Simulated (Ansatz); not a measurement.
## Bands, cutoff and cost in G0W0 for H4C2SeSO2 (Pc)

Aim: see how the G0W0 gap of H4C2SeSO2 (Pc) on PBE moves with empty bands and screening cutoff, and what each rung costs.

Calculated with Ansatz 0.2.0; G0W0 on PBE, plane waves, PAW; PAW set soft_1.

### Step 1. The structure

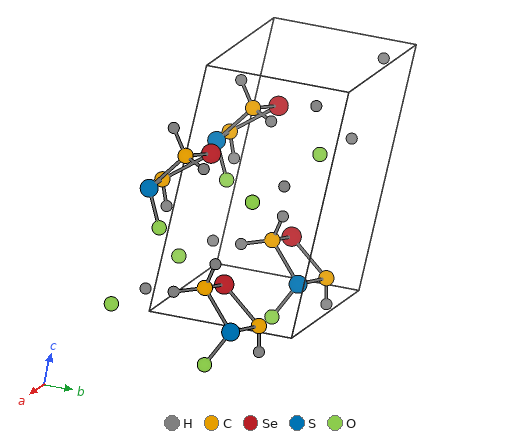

The starting structure, seen from a free direction (hydrogen grey, carbon orange, selenium red, sulfur blue, oxygen green). 2×1×1 cells are drawn. Bonds to atoms that aren't drawn are left out. Some periodic images of atoms are drawn too.

Geometry: measured cell, ions relaxed with PBE. The runs that relaxed it are not among those shown.

### Step 2. 179 empty bands, screening to 48 eV

Now the one-shot GW correction: screening in the RPA, then the self-energy of the levels asked for. This step takes PAW set soft_1 files.

input.yaml

```yaml
crystal:
  lattice:
    - [5.6201, 0.0, 0.0]
    - [0.0, 5.429, 0.0]
    - [-4.1064155037, 0.0, 7.782155437]
  atoms:
    - { symbol: H, position: [0.9903275064, 0.7473635647, 0.4660418871] }
    - { symbol: H, position: [0.9903275064, 0.2526364353, 0.9660418871] }
    - { symbol: H, position: [0.9526666536, 0.4949916995, 0.3188623577] }
    - { symbol: H, position: [0.9526666536, 0.5050083005, 0.8188623577] }
    - { symbol: H, position: [0.3242621606, 0.9254302466, -0.0008390993] }
    - { symbol: H, position: [0.3242621606, 0.0745697534, 0.4991609007] }
    - { symbol: H, position: [0.4578783155, 0.1133202744, 0.1941292844] }
    - { symbol: H, position: [0.4578783155, 0.8866797256, 0.6941292844] }
    - { symbol: C, position: [0.8719629278, 0.6686019466, 0.3380623345] }
    - { symbol: C, position: [0.8719629278, 0.3313980534, 0.8380623345] }
    - { symbol: C, position: [0.4713629967, 0.9401030733, 0.1349322238] }
    - { symbol: C, position: [0.4713629967, 0.0598969267, 0.6349322238] }
    - { symbol: Se, position: [0.4847737869, 0.6468803937, 0.274117174] }
    - { symbol: Se, position: [0.4847737869, 0.3531196063, 0.774117174] }
    - { symbol: S, position: [0.8080090367, 0.8871242417, 0.1698405285] }
    - { symbol: S, position: [0.8080090367, 0.1128757583, 0.6698405285] }
    - { symbol: O, position: [0.9794800703, 0.1049310127, 0.2322299963] }
    - { symbol: O, position: [0.9794800703, 0.8950689873, 0.7322299963] }
    - { symbol: O, position: [0.8018265455, 0.7599013105, 0.0217933131] }
    - { symbol: O, position: [0.8018265455, 0.2400986895, 0.5217933131] }
kpoints:
  mp_grid: { grid: [4, 4, 2] }
hamiltonian:
  xc: pbe
  pseudopotentials: { kind: paw, azcp: { folder: soft_1 } }
scf:
  occupations: { method: fixed }
gw:
  n_empty_bands: 179
  ecut_chi: 48
  qp_bands: [v4, c4]
  qp_kpoints: band_edges
  screening: { model: contour_deformation }
```

The run is started by

```console
> ansatz run input.yaml --threads 2 --pin off --max-ram 92160MiB --backend cuda --events-out ev --progress --plain --runs-dir out --devices 1 --max-vram 13GiB
```

Numbers of over 12 decimals in the logs are rounded to 6 here.

What it wrote:

```text
GPUs: using 1 of 1 available (devices: 1).
Engine: ansatz 0.2.0, x86_64-unknown-linux-gnu
Pseudopotentials: kind: paw
Pseudopotential: H, paw, valence charge 1, recommended cutoff 420 eV (normal), soft_1/H.paw.azcp
Pseudopotential: C, paw, valence charge 4, recommended cutoff 420 eV (normal), soft_1/C.paw.azcp
Pseudopotential: Se, paw, valence charge 16, recommended cutoff 420 eV (normal), soft_1/Se.paw.azcp
Pseudopotential: S, paw, valence charge 6, recommended cutoff 420 eV (normal), soft_1/S.paw.azcp
Pseudopotential: O, paw, valence charge 6, recommended cutoff 420 eV (normal), soft_1/O.paw.azcp
Functional definition: PBE
  parameter kappa = 0.804
  parameter beta = 0.066725
  exchange = pbe_x(kappa = kappa, mu = beta*pi^2/3)
  correlation = pbe_c(beta = beta)
device memory: the entry about to start is reckoned to put 3.1 GiB on a device that reports 40.1 GiB free (of which the cap on the GPU budget leaves the run 13.0 GiB)
GPU FFT provider: cuFFT
GPU libraries: cuBLAS 13.8.2, cuFFT 12.4.0, cuSOLVER 12.3.4
Crystal: 20 atoms, lattice volume = 237.445 Å³
Basis set: ecut = 420 eV, 4629 PW (Γ)
Bands: 66, of which v1, the nominal top of the filled ones, is band 46 counted from 1 (45 counted from 0)
Symmetry: 2 space group operations
Space group: Pc (ITA 7), of the structure as read, at distance tolerance 6.2e-5 Å
k-points: 18 of 32 (time reversal used)
Non-local potential: H, projectors of the file, l = 0: 2, l = 1: 1
Non-local potential: C, projectors of the file, l = 0: 2, l = 1: 2, l = 2: 1
Non-local potential: Se, projectors of the file, l = 0: 2, l = 1: 2, l = 2: 3, l = 3: 1
Non-local potential: S, projectors of the file, l = 0: 2, l = 1: 2, l = 2: 1
Non-local potential: O, projectors of the file, l = 0: 2, l = 1: 2, l = 2: 1
PAW form: soft (Blöchl's): semilocal exchange-correlation on the pseudo side does not see the compensation charge
PAW one-centre angular grid: H, 110 points (default); XC on 64 Gauss nodes
PAW one-centre angular grid: C, 110 points (default); XC on 64 Gauss nodes
PAW one-centre angular grid: Se, 590 points (default); XC on 64 Gauss nodes
PAW one-centre angular grid: S, 110 points (default); XC on 64 Gauss nodes
PAW one-centre angular grid: O, 110 points (default); XC on 64 Gauss nodes
Initial density: superposition of atomic densities (chi_scale 0.1, normalization cell, long waves kept (reshape's long-wave potential 0.22 eV rms))
Initial wavefunctions: pseudopotential atomic-orbital guess
GPU buffer pool allocated for 96000 grid points (all kernels)
GPU transforms: local potential and band sums: pruned to the plane-wave sphere, on 40×40×60
Functional: x = pbe(κ = 0.804, μ = 0.219515), c = pbe(β = 0.066725)
SCF iter   1: F=—  HF=-16149.987392 eV  |F-HF|=—  |Δ(HF+E_count)|=         —  Δρ=1.12e-1  dr2=3.66e1  ethr=3.10e-3  ⟨swp⟩=4.3  Hψ=4398  notcnv=0  defer=320
preconditioner: auto → Resta (q_TF=auto, 2.329 Å⁻¹)  ε∞=3.0  [insulator: Δε(μ)=3.356 eV  Ē_g=14.641 eV  n_scr=46 (ndim 8)  ℏωp=20.4 eV  f_vac=0.033  ε∞_Penn≈3.0]
SCF iter   2: F=—  HF=-16139.695153 eV  |F-HF|=—  |Δ(HF+E_count)|=    1.03e1  Δρ=4.63e-2  dr2=3.97e0  ethr=3.10e-3  ⟨swp⟩=3.8  Hψ=2641  notcnv=0  defer=311
SCF iter   3: F=—  HF=-16138.574028 eV  |F-HF|=—  |Δ(HF+E_count)|=    1.12e0  Δρ=1.70e-2  dr2=5.84e-1  ethr=3.10e-3  ⟨swp⟩=3.9  Hψ=1976  notcnv=0  defer=316
SCF iter   4: F=—  HF=-16138.447413 eV  |F-HF|=—  |Δ(HF+E_count)|=   1.27e-1  Δρ=5.06e-3  dr2=5.47e-2  ethr=6.35e-4  ⟨swp⟩=2.4  Hψ=1669  notcnv=0  defer=324
SCF iter   5: F=—  HF=-16138.443810 eV  |F-HF|=—  |Δ(HF+E_count)|=   3.60e-3  Δρ=2.15e-3  dr2=8.26e-3  ethr=5.95e-5  ⟨swp⟩=2.1  Hψ=2241  notcnv=0  defer=324
SCF iter   6: F=—  HF=-16138.448205 eV  |F-HF|=—  |Δ(HF+E_count)|=   4.40e-3  Δρ=9.04e-4  dr2=1.74e-3  ethr=8.97e-6  ⟨swp⟩=2.0  Hψ=1588  notcnv=0  defer=324
SCF iter   7: F=—  HF=-16138.448842 eV  |F-HF|=—  |Δ(HF+E_count)|=   6.36e-4  Δρ=2.22e-4  dr2=1.28e-4  ethr=1.90e-6  ⟨swp⟩=2.0  Hψ=1770  notcnv=0  defer=324
SCF iter   8: F=—  HF=-16138.448982 eV  |F-HF|=—  |Δ(HF+E_count)|=   1.41e-4  Δρ=1.17e-4  dr2=2.78e-5  ethr=1.39e-7  ⟨swp⟩=2.0  Hψ=1553  notcnv=0  defer=323
SCF iter   9: F=—  HF=-16138.448993 eV  |F-HF|=—  |Δ(HF+E_count)|=   1.09e-5  Δρ=4.49e-5  dr2=4.18e-6  ethr=3.02e-8  ⟨swp⟩=2.0  Hψ=1559  notcnv=0  defer=288
SCF iter  10: F=—  HF=-16138.448997 eV  |F-HF|=—  |Δ(HF+E_count)|=   3.53e-6  Δρ=8.72e-6  dr2=2.60e-7  ethr=4.55e-9  ⟨swp⟩=2.0  Hψ=1378  notcnv=0  defer=290
SCF iter  11: F=-16138.448997 eV  HF=-16138.448997 eV  |F-HF|=2.34e-8  |Δ(HF+E_count)|=   4.68e-7  Δρ=2.42e-6  dr2=2.00e-8  ethr=1.09e-10  ⟨swp⟩=14.8  Hψ=7134  notcnv=0
SCF 1 converged in 11 iterations: F = -16138.448997 eV  dr2 = 2.00e-8
  greatest PAW one-centre occupation: 1.000 electrons in one spin orbital (limit 2), on the Se atom at site 13 (counted from 0), in its partial waves of l = 2
device memory: the entry about to start is reckoned to put 3.8 GiB (of the 3.9 GiB reckoned in all, the device holds 0.1 GiB already) on a device that reports 38.4 GiB free (of which the cap on the GPU budget leaves the run 12.9 GiB)
NSCF: frozen V_eff on 18 k-points
the band table was solved once the SCF had ended and its energy, with any forces and stress, was formed, with the checks that follow a solve (4798 applications of the Hamiltonian). They found nothing against the state; the energy, forces and stress were not computed again (output.eigenvalues in the input reference)
device memory: the entry about to start is reckoned to put 3.6 GiB on a device that reports 37.5 GiB free (of which the cap on the GPU budget leaves the run 13.0 GiB)
NSCF: frozen V_eff on 18 k-points
G₀W₀ screening: q 1/18
[... further progress lines ...]
device memory: the entry about to start is reckoned to put 1.2 GiB on a device that reports 48.9 GiB free (of which the cap on the GPU budget leaves the run 13.0 GiB)
NSCF: frozen V_eff on 1 k-points
device memory: the entry about to start is reckoned to put 1.2 GiB on a device that reports 48.9 GiB free (of which the cap on the GPU budget leaves the run 13.0 GiB)
NSCF: frozen V_eff on 1 k-points
SCF converged after 11 iterations
Free energy (F): -16138.448997 eV
Harris-Foulkes:  -16138.448997 eV  (|F-HF|=2.34e-8)
Internal energy: -16138.448997 eV  (E = F + TS)
E sigma→0 (E₀):  -16138.448997 eV
Fermi energy:    2.908312 eV
--- Per-component energies (eV) ---
  E_band       = -1248.863263
  E_kinetic    = 1584.324569
  E_local      = -9794.799122  (includes V_loc(G=0)·N_el)
  E_nonlocal   = -334.301473
  E_hartree    = 4469.552651
  E_xc         = -894.359431
  E_vxc        = -1035.885076  (∫ρ·V_xc dr)
  E_paw        = -6533.549929  (= ΣΔE_a)
  E_vpaw       = -607.305628  (= ΣTr[D̂ρ^β])
  E_aug_tail   = -0.006007  (compensation charges beyond the density's cutoff)
  E_ewald      = -4635.310255
  E_smearing   = -0.000000  (= −TS)
  E_closure    = 0.000000  (closes the sum)
  Σ components = -16138.448997   (vs F -16138.448997, Δ=0.00e0)
--- Band table (eV; the first three rows and the last of 18) ---
  k-point 0: bands = [... 42 lower, 0.8836, 0.9296, 2.2946, 2.3480, 6.5918, 6.8526, 7.3981, 7.4753, ... 16 higher]
  k-point 1: bands = [... 42 lower, 0.8758, 0.8758, 2.3574, 2.3574, 6.5990, 6.5990, 7.4324, 7.4324, ... 16 higher]
  k-point 2: bands = [... 42 lower, 0.7479, 0.9595, 2.3881, 2.6087, 6.3550, 6.7809, 7.3801, 7.5481, ... 16 higher]
  k-point 17: bands = [... 42 lower, 0.7024, 0.7024, 2.6527, 2.6527, 6.1250, 6.1250, 6.8595, 6.8595, ... 16 higher]
--- G₀W₀: contour deformation, 6 samples at zero and on the imaginary axis and 2 off it, 32 q-points, 179 empty bands' worth ---
  eigenvalues of the whole cell's RPA ε∞ on this k-mesh (on a slab, of 1 + 4πα/V) = 2.6759, 2.8233, 3.0545; static W/v taken at q = 0 is 0.351049
  bands read: the sum over 225 bands ends inside a degenerate multiplet in 6 slots, whose members it reads at an even weight; the widest, k=1: bands 225 to 226 (counted from 1) at 1/2 each
  gw.qp_kpoints: band_edges: 17 of 18 stored k-points solved, in 1 pass; an edge of the gap read off the rows below is read off those points alone
    valence top: of the k-points left out ik 6 came nearest to being solved in a further pass, in band 46 (counted from 1, as in the quasiparticle table): it holds the edge there only if its correction is more favourable than any solved in that band by at least 0.500 eV; those differ by 0.115 eV
    conduction bottom: of the k-points left out ik 6 came nearest to being solved in a further pass, in band 47 (counted from 1, as in the quasiparticle table): it holds the edge there only if its correction is more favourable than any solved in that band by at least 0.551 eV; those differ by 0.179 eV
    ik  band        ε_KS         Σx   Σc(E_QP)       V_xc       Z   E_QP_lin       E_QP  E_QP is
     0    43      0.8836   -22.8439     3.6060   -18.4638  0.7902     0.1021     0.1096  root
     0    44      0.9296   -23.5467     3.7805   -18.9475  0.7878     0.1023     0.1109  root
     0    45      2.2946   -17.3679     2.4458   -13.7627  0.8039     1.1152     1.1353  root
     0    46      2.3480   -17.4516     2.4258   -13.8804  0.8036     1.1830     1.2027  root
     0    47      6.5918    -9.4307    -3.3338   -14.4402  0.8169     8.3027     8.2675  root
     0    48      6.8526    -9.6586    -3.4585   -14.8875  0.8121     8.6676     8.6230  root
     0    49      7.3981    -8.5984    -3.7768   -14.1686  0.8188     9.2373     9.1915  root
     0    50      7.4753    -8.5315    -3.8205   -14.1484  0.8179     9.3211     9.2717  root
     1    43      0.8758   -22.9390     3.6225   -18.5197  0.7898     0.0708     0.0789  root
     1    44      0.8758   -22.9390     3.6225   -18.5197  0.7898     0.0708     0.0789  root
     1    45      2.3574   -17.5178     2.4470   -13.9251  0.8039     1.1923     1.2118  root
     1    46      2.3574   -17.5178     2.4470   -13.9251  0.8039     1.1923     1.2118  root
     1    47      6.5990    -9.3415    -3.3112   -14.2957  0.8179     8.2753     8.2419  root
     1    48      6.5990    -9.3415    -3.3112   -14.2957  0.8179     8.2753     8.2419  root
     1    49      7.4324    -8.4789    -3.7890   -14.0515  0.8182     9.2634     9.2161  root
     1    50      7.4324    -8.4789    -3.7890   -14.0515  0.8182     9.2634     9.2161  root
     2    43      0.7479   -23.0144     3.6931   -18.4899  0.7876    -0.0927    -0.0835  root
     2    44      0.9595   -23.4064     3.7479   -18.8558  0.7888     0.1486     0.1568  root
     2    45      2.3881   -17.5054     2.4335   -13.9346  0.8050     1.2320     1.2508  root
     2    46      2.6087   -17.7264     2.3879   -14.2417  0.8068     1.4956     1.5120  root
     2    47      6.3550    -9.0073    -3.2537   -13.8016  0.8224     7.9223     7.8955  root
     2    48      6.7809    -9.6632    -3.4063   -14.8100  0.8128     8.5633     8.5214  root
     2    49      7.3801    -8.5285    -3.7797   -14.0692  0.8201     9.1860     9.1411  root
     2    50      7.5481    -8.7253    -3.7882   -14.3353  0.8158     9.4216     9.3698  root
[...]
17    43      0.7024   -24.6539     4.2187   -19.4713  0.7805    -0.2749    -0.2614  root
    17    44      0.7024   -24.6539     4.2187   -19.4713  0.7805    -0.2749    -0.2614  root
    17    45      2.6527   -17.7487     2.3808   -14.2810  0.8078     1.5501     1.5658  root
    17    46      2.6527   -17.7487     2.3808   -14.2810  0.8078     1.5501     1.5658  root
    17    47      6.1250    -9.2865    -3.1636   -14.0166  0.8223     7.7181     7.6915  root
    17    48      6.1250    -9.2865    -3.1636   -14.0166  0.8223     7.7181     7.6915  root
    17    49      6.8595    -9.0584    -3.5069   -14.2674  0.8198     8.5983     8.5616  root
    17    50      6.8595    -9.0584    -3.5069   -14.2674  0.8198     8.5983     8.5616  root
```

Run time: 31 s. Hardware: 1 × NVIDIA H100 80GB HBM3 (shared by 6 runs) with 2 threads of AMD EPYC 7R13 (Zen 3), shared host; peak memory 1.6 GiB; 44 s of CPU time.

This step gave:

- bands summed: 225
- RPA ε∞ on this mesh (eigenvalues): 2.676, 2.823, 3.054
- plane waves in the screening matrix: 173
- q-points in the mesh: 32
- G0W0 gap on the mesh: 5.516 eV
- k of the valence top: -0.5, -0.5, 0
- k of the conduction bottom: -0.5, 0, 0
- starting gap on the mesh: 2.989 eV
- Z at the valence top: 0.8096
- Z at the conduction bottom: 0.8240
- least direct G0W0 gap on the computed points: 5.804 eV

The gap on the mesh goes from 2.99 eV to 5.52 eV, a correction of +2.53 eV. Between the two edge states, bare exchange in place of the xc potential would open the gap by 7.97 eV, and correlation takes back 5.44 eV.

### Step 3. 507 empty bands, screening to 96 eV

Another rung: the empty bands reach about as high as the screening cutoff, so the two stay in balance.

Edit input.yaml of step 2 so:

```diff
@@ -34,4 +34,4 @@
 gw:
-  n_empty_bands: 179
-  ecut_chi: 48
+  n_empty_bands: 507
+  ecut_chi: 96
   qp_bands: [v4, c4]
```

What it wrote:

```text
GPUs: using 1 of 1 available (devices: 1).
[...]
GPU FFT provider: cuFFT
GPU libraries: cuBLAS 13.8.2, cuFFT 12.4.0, cuSOLVER 12.3.4
Crystal: 20 atoms, lattice volume = 237.445 Å³
Basis set: ecut = 420 eV, 4629 PW (Γ)
Bands: 66, of which v1, the nominal top of the filled ones, is band 46 counted from 1 (45 counted from 0)
Symmetry: 2 space group operations
[...]
k-points: 18 of 32 (time reversal used)
[...]
GPU buffer pool allocated for 96000 grid points (all kernels)
[...]
SCF iter   1: F=—  HF=-16149.987392 eV  |F-HF|=—  |Δ(HF+E_count)|=         —  Δρ=1.12e-1  dr2=3.66e1  ethr=3.10e-3  ⟨swp⟩=4.3  Hψ=4398  notcnv=0  defer=320
[...]
SCF iter  11: F=-16138.448997 eV  HF=-16138.448997 eV  |F-HF|=2.34e-8  |Δ(HF+E_count)|=   4.68e-7  Δρ=2.42e-6  dr2=2.00e-8  ethr=1.09e-10  ⟨swp⟩=14.8  Hψ=7134  notcnv=0
SCF 1 converged in 11 iterations: F = -16138.448997 eV  dr2 = 2.00e-8
[...]
NSCF: frozen V_eff on 18 k-points
[...]
G₀W₀ screening: q 1/18
[... further progress lines ...]
[...]
SCF converged after 11 iterations
Free energy (F): -16138.448997 eV
[...]
Internal energy: -16138.448997 eV  (E = F + TS)
E sigma→0 (E₀):  -16138.448997 eV
Fermi energy:    2.908312 eV
[...]
--- Band table (eV; the first three rows and the last of 18) ---
  k-point 0: bands = [... 42 lower, 0.8836, 0.9296, 2.2946, 2.3480, 6.5918, 6.8526, 7.3981, 7.4753, ... 16 higher]
  k-point 1: bands = [... 42 lower, 0.8758, 0.8758, 2.3574, 2.3574, 6.5990, 6.5990, 7.4324, 7.4324, ... 16 higher]
  k-point 2: bands = [... 42 lower, 0.7479, 0.9595, 2.3881, 2.6087, 6.3550, 6.7809, 7.3801, 7.5481, ... 16 higher]
  k-point 17: bands = [... 42 lower, 0.7024, 0.7024, 2.6527, 2.6527, 6.1250, 6.1250, 6.8595, 6.8595, ... 16 higher]
[...]
0    43      0.8836   -22.8439     3.3038   -18.4638  0.7823    -0.2074    -0.1925  root
     0    44      0.9296   -23.5467     3.5097   -18.9475  0.7797    -0.1754    -0.1598  root
     0    45      2.2946   -17.3679     2.0933   -13.7627  0.7983     0.7461     0.7827  root
     0    46      2.3480   -17.4516     2.0701   -13.8804  0.7979     0.8102     0.8470  root
     0    47      6.5918    -9.4307    -3.6808   -14.4402  0.8100     7.9409     7.9205  root
     0    48      6.8526    -9.6586    -3.8286   -14.8875  0.8048     8.2782     8.2528  root
     0    49      7.3981    -8.5984    -4.1537   -14.1686  0.8122     8.8407     8.8145  root
     0    50      7.4753    -8.5315    -4.2003   -14.1484  0.8112     8.9204     8.8918  root
[...]
17    47      6.1250    -9.2865    -3.4685   -14.0166  0.8159     7.4026     7.3866  root
    17    48      6.1250    -9.2865    -3.4685   -14.0166  0.8159     7.4026     7.3866  root
    17    49      6.8595    -9.0584    -3.8525   -14.2674  0.8130     8.2375     8.2160  root
    17    50      6.8595    -9.0584    -3.8525   -14.2674  0.8130     8.2375     8.2160  root
```

Wall time 69 s (1 × NVIDIA H100 80GB HBM3 (shared by 6 runs) with 2 threads); peak memory 2.8 GiB; 88 s of CPU time.

This step gave:

- bands summed: 553
- RPA ε∞ on this mesh (eigenvalues): 2.646, 2.794, 3.023
- plane waves in the screening matrix: 513
- q-points in the mesh: 32
- G0W0 gap on the mesh: 5.633 eV
- k of the valence top: -0.5, -0.5, 0
- k of the conduction bottom: -0.5, 0, 0
- starting gap on the mesh: 2.989 eV
- Z at the valence top: 0.8031
- Z at the conduction bottom: 0.8176
- least direct G0W0 gap on the computed points: 5.905 eV

Against the run with 4×4×2 mesh, 179 empty bands, screening to 48 eV, PAW set soft_1 files, the gap moves by +0.12 eV.

### Step 4. 1091 empty bands, screening to 160 eV

Edit input.yaml of step 3 so:

```diff
@@ -34,4 +34,4 @@
 gw:
-  n_empty_bands: 507
-  ecut_chi: 96
+  n_empty_bands: 1091
+  ecut_chi: 160.0
   qp_bands: [v4, c4]
```

What it wrote:

```text
GPUs: using 1 of 1 available (devices: 1).
[...]
GPU FFT provider: cuFFT
GPU libraries: cuBLAS 13.8.2, cuFFT 12.4.0, cuSOLVER 12.3.4
Crystal: 20 atoms, lattice volume = 237.445 Å³
Basis set: ecut = 420 eV, 4629 PW (Γ)
Bands: 66, of which v1, the nominal top of the filled ones, is band 46 counted from 1 (45 counted from 0)
Symmetry: 2 space group operations
[...]
k-points: 18 of 32 (time reversal used)
[...]
0    50      7.4753    -8.5315    -4.4024   -14.1484  0.8094     8.7096     8.6897  root
[...]
17    47      6.1250    -9.2865    -3.6531   -14.0166  0.8143     7.2133     7.2020  root
    17    48      6.1250    -9.2865    -3.6531   -14.0166  0.8143     7.2133     7.2020  root
    17    49      6.8595    -9.0584    -4.0497   -14.2674  0.8113     8.0339     8.0188  root
    17    50      6.8595    -9.0584    -4.0497   -14.2674  0.8113     8.0339     8.0188  root
[key lines of the parts left out:]
SCF converged after 11 iterations
Free energy (F): -16138.448997 eV
Fermi energy:    2.908312 eV
```

The job ended after 3 min (1 × NVIDIA H100 80GB HBM3 (shared by 6 runs) with 2 threads; peak memory 6.3 GiB).

Numbers from this step:

- bands summed: 1137
- RPA ε∞ on this mesh (eigenvalues): 2.633, 2.778, 3.005
- plane waves in the screening matrix: 1083
- G0W0 gap on the mesh: 5.679 eV
- k of the valence top: -0.5, -0.5, 0
- k of the conduction bottom: -0.5, 0, 0
- starting gap on the mesh: 2.989 eV
- least direct G0W0 gap on the computed points: 5.954 eV

Against the run with 4×4×2 mesh, 507 empty bands, screening to 96 eV, PAW set soft_1 files, the gap moves by +0.05 eV.

[end of part 1 of 2]

[Paths, hosts, dates, memory and timing lines, banners, echoed tables and standing remarks are left out of the program output.]

[Logs are printed without paths, hosts, clocks, repeated set-up lines and the standing remarks that a program may print on its own settings, such as how far it seeks lower states.]

[Runs of the session that timed out or met a known fault of the program may be left out.]

[Cells called generated may have been cut or substituted from an entry of the Crystallography Open Database or the Materials Project.]

[Hosts, paths, dates, database ids (printed as entryN), source tags and the programs' standing remarks are cut or masked in the printed files.]
